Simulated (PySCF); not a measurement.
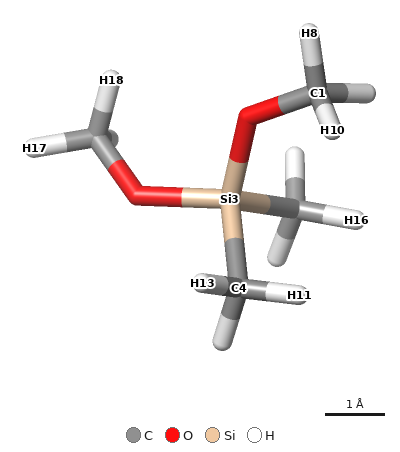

Starting structure of C$_{4}$H$_{12}$O$_{2}$Si. The picture is a stick view, seen at a tilt.

The start comes from GFN2-xTB.

These are results of PySCF, PBE0-D3(BJ)/def2-SVP geometry optimisation, gas phase, not measurements.

```xyz
19

C    -1.7770   -1.2421    1.1951
O    -0.4790   -0.7608    1.0026
Si    0.0573    0.3314   -0.0961
C    -0.7278    2.0459    0.1005
C    -0.2207   -0.3379   -1.8644
O     1.6187    0.5728    0.2760
C     2.6364   -0.3748    0.4368
H    -1.7386   -1.9995    1.9791
H    -2.1701   -1.6897    0.2794
H    -2.4468   -0.4366    1.5056
H    -1.7961    2.0011   -0.0876
H    -0.3030    2.7621   -0.5932
H    -0.5830    2.4350    1.1031
H     0.1463   -1.3568   -1.9656
H     0.2935    0.2691   -2.6033
H    -1.2738   -0.3447   -2.1314
H     3.4825    0.1235    0.9115
H     2.3034   -1.2031    1.0637
H     2.9485   -0.7672   -0.5341
```

Question: Where does the relaxation end?

Answer: H10 moves most after the best rigid fit: 0.27 Å. By element the largest moves are H 0.27 Å, O 0.12 Å, C 0.09 Å, Si 0.09 Å. Near-neighbour distances that change, for instance: Si3–C5 1.911 → 1.871 Å, Si3–C4 1.896 → 1.860 Å, Si3–O6 1.623 → 1.658 Å, O2–Si3 1.639 → 1.671 Å. Among the angles between lasting bonds that change: Si3–O6–C7 128.7° → 124.5°, C4–Si3–O6 103.9° → 106.6°, C1–O2–Si3 128.7° → 126.1°. Over 8 geometry steps the energy falls by 12.6 kJ/mol.

The structure at the end:

```xyz
19

C    -1.7406   -1.2506    1.1342
O    -0.4763   -0.6653    1.0816
Si    0.0605    0.4160   -0.0735
C    -0.7468    2.0805    0.1156
C    -0.2014   -0.3179   -1.7744
O     1.6729    0.6330    0.2466
C     2.5988   -0.4056    0.3935
H    -1.7840   -1.9391    1.9929
H    -1.9736   -1.8364    0.2246
H    -2.5456   -0.5029    1.2675
H    -1.8345    2.0233   -0.0463
H    -0.3338    2.7965   -0.6117
H    -0.5675    2.4778    1.1259
H     0.2582   -1.3159   -1.8511
H     0.2498    0.3246   -2.5467
H    -1.2719   -0.4233   -2.0124
H     3.5523    0.0148    0.7493
H     2.2577   -1.1578    1.1259
H     2.7965   -0.9239   -0.5637
```

The end point in the same view:

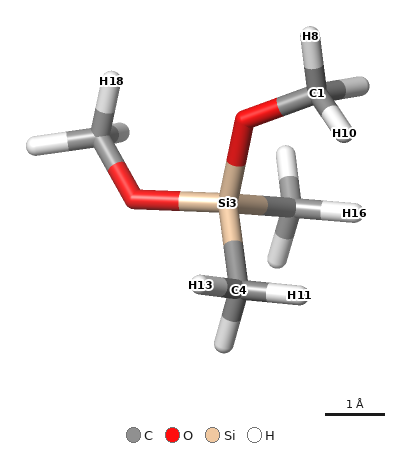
